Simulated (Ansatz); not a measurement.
Process, species as SMILES: [SiH]F (F-SiH) (closed-shell singlet) → F atom + H atom + Si atom
B3LYP-D3(BJ)/def2-TZVP geometries, fixed; electronic energies without zero-point terms.
Largest species:
```
Si
F 1 1.6199
H 1 1.5380 2 96.45
```
Charge 0, spin multiplicity 1.

Basis-set convergence of the atomisation energy at MP2 with Ansatz (an electronic-structure program). Cartesian d functions, on some or all atoms, in 6-31G**, 6-31+G*, 6-311+G**; all else is spherical. Cores are frozen. A restricted Hartree-Fock determinant is unstable towards unrestricted orbitals. Open shells are unrestricted. No added dispersion term, no relativity. Functions are those of the species that has most. Reference: Hartree-Fock in aug-cc-pV(Q+d)Z plus the correlation part extrapolated as X^-3 from aug-cc-pV(T+d)Z and aug-cc-pV(Q+d)Z, 225.15 kcal/mol, itself unsure by roughly 1.06 kcal/mol (a third of the extrapolation step and of the last Hartree-Fock step). Deviations are taken from unrounded values.

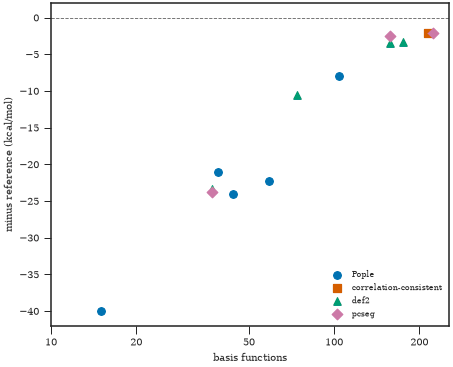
Fig. 1. Deviation from the reference against the number of basis functions, by family of sets.

```json
[
 {"basis": "STO-3G", "functions": "15", "atomisation energy (kcal/mol)": "185.12", "minus reference (kcal/mol)": "-40.03"},
 {"basis": "def2-SVP", "functions": "37", "atomisation energy (kcal/mol)": "201.75", "minus reference (kcal/mol)": "-23.40"},
 {"basis": "pcseg-1", "functions": "37", "atomisation energy (kcal/mol)": "201.40", "minus reference (kcal/mol)": "-23.75"},
 {"basis": "6-31G**", "functions": "39", "atomisation energy (kcal/mol)": "204.08", "minus reference (kcal/mol)": "-21.07"},
 {"basis": "6-31+G*", "functions": "44", "atomisation energy (kcal/mol)": "201.08", "minus reference (kcal/mol)": "-24.08"},
 {"basis": "6-311+G**", "functions": "59", "atomisation energy (kcal/mol)": "202.81", "minus reference (kcal/mol)": "-22.34"},
 {"basis": "def2-TZVP", "functions": "74", "atomisation energy (kcal/mol)": "214.65", "minus reference (kcal/mol)": "-10.50"},
 {"basis": "6-311++G(3df,3pd)", "functions": "104", "atomisation energy (kcal/mol)": "217.25", "minus reference (kcal/mol)": "-7.90"},
 {"basis": "def2-QZVPP", "functions": "157", "atomisation energy (kcal/mol)": "221.68", "minus reference (kcal/mol)": "-3.48"},
 {"basis": "pcseg-3", "functions": "157", "atomisation energy (kcal/mol)": "222.65", "minus reference (kcal/mol)": "-2.50"},
 {"basis": "def2-QZVPPD", "functions": "175", "atomisation energy (kcal/mol)": "221.80", "minus reference (kcal/mol)": "-3.35"},
 {"basis": "aug-cc-pV(Q+d)Z", "functions": "215", "atomisation energy (kcal/mol)": "223.03", "minus reference (kcal/mol)": "-2.12"},
 {"basis": "aug-pcseg-3", "functions": "223", "atomisation energy (kcal/mol)": "222.98", "minus reference (kcal/mol)": "-2.17"}
]
```
